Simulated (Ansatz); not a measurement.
Phonons of a relaxed structure of GaN by density-functional perturbation theory (low response-accuracy setting, no LO–TO term) at Γ and zone-boundary points with q components 0 or ½ of the primitive reciprocal vectors. These are PBE (plane waves to 420 eV, PAW, scalar-relativistic; Ansatz, a first-principles code) values and carry that method's errors. Γ-centred k-mesh 10×10×10, Fermi–Dirac smearing 0.05 eV.

```yaml
crystal:
  lattice:
    - [0.00000, 2.27422, 2.27422]
    - [2.27422, 0.00000, 2.27422]
    - [2.27422, 2.27422, 0.00000]
  atoms:
    - { symbol: N, position: [0.75000, 0.75000, 0.75000] }
    - { symbol: Ga, position: [0.00000, 0.00000, 0.00000] }
```

Space group F-43m (No. 216), zinc blende type.

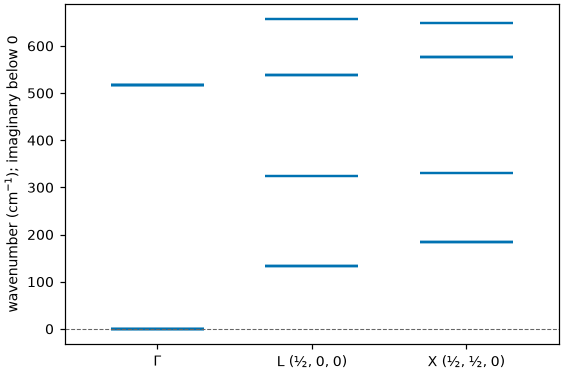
Fig. 1. Phonon wavenumbers at the sampled wavevectors

Question: Is the structure stable at these points, and where is the highest mode?

Answer: No instability shows at these points (nothing beyond 15i cm⁻¹, the threshold used here). Other wavevectors were not sampled, so this does not prove stability. The highest mode lies near 655 cm⁻¹.

| q | wavenumbers (cm⁻¹; i marks imaginary) |
|---|---|
| Γ | 0 (×3), 516 (×3) |
| L (½, 0, 0) | 134 (×2), 325, 538 (×2), 657 |
| X (½, ½, 0) | 185 (×2), 331, 577 (×2), 648 |

No spin polarisation in the result.
